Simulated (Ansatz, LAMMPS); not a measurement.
# Gap against volume in glassy 29TiO2-71Al2O3 (mol %) (137 atoms)

Density of this cell: 3.48 g/cm³. The cell holds 137 atoms: 9 Ti, 44 Al and 84 O. Cell: a = 10.833 Å, b = 11.302 Å, c = 11.560 Å, α = 89.3°, β = 92.2°, γ = 91.4°. The starting structure: 137 atoms (9 Ti, 44 Al, 84 O) placed at random at 3.12 g/cm³, melted at 4000 K for 10 ps at fixed volume with the Morse and Coulomb pair potential with partial charges (Pedone, Malavasi, Menziani, Cormack and Segre, J. Phys. Chem. B 110, 11780 (2006)). Quenched from 4000 K to 300 K at 100 K/ps and fixed volume, held 10 ps at zero pressure.

Calculated with Ansatz 0.2.0: Kohn-Sham DFT, LDA, PAW (set soft_1), plane waves; cutoff 420 eV, Γ point, fixed occupations. The relaxed cell was scaled evenly and the atoms were relaxed at each volume. The gap is that between the highest filled and the lowest empty Kohn-Sham level on the run's k-points.

```
volume (Å³/atom)  gap (eV)
          9.7010               2.820
          10.011               2.838
          10.320               2.826
          10.630                   ?
          10.939               2.644
```

**Question.** Fit a straight line in ln V to the rows given and interpolate to the withheld row.

Worked fit:

A volume deformation potential makes the spacing linear in u = ln(V/V0), with V0 = 10.320 Å³ the relaxed volume; v is the spacing.

| u = ln(V/V0) | v (eV) |
| --- | --- |
| -0.0618743 | 2.8195 |
| -0.0304601 | 2.8382 |
| 0 | 2.8265 |
| 0.0582694 | 2.6439 |

With n = 4: mean u = -0.00851625, mean v = 2.78202, Σ(u − ū)² = 0.0078615, Σ(u − ū)(v − v̄) = -0.012078. Slope b = -0.012078 / 0.0078615 = -1.5364; intercept a = v̄ − b ū = 2.7689.

At the withheld volume u = 0.02956, and v = a + b u.

Prediction at 10.630: 2.724 eV. The run gave 2.768 eV, so the fit is low by 0.044 eV (1.6 % of the value).

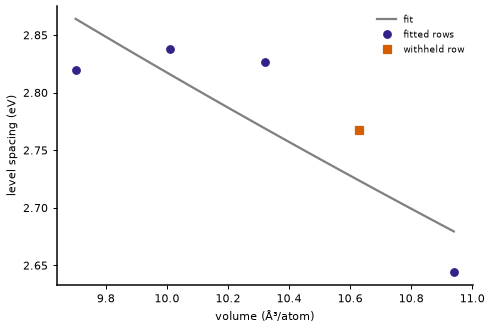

The fit, the rows that it rests on and the withheld row.

The rows follow a line only loosely (correlation 0.82 in size over all rows, under the 0.97 asked here), so the slope of -1.54 eV is a mean trend and no deformation potential. Among the rows given, the largest miss of the fit is at 10.320, by 0.058 eV (30 % of the range of the table).

Limits: The table spans 12 % in volume, wide for a linear law. Local or semilocal functionals tend to put gaps under measured ones. Only the Γ point is sampled. Atoms move by up to 0.8 Å in these relaxations, so the structure changes along the series. Defect or tail levels can set the spacing of a disordered cell.

[Logs are printed without paths, hosts, clocks, repeated set-up lines and the standing remarks that a program may print on its own settings, such as how far it seeks lower states.]

[Hosts, paths, dates, database ids (printed as entryN), source tags and the programs' standing remarks are cut or masked in the printed files.]
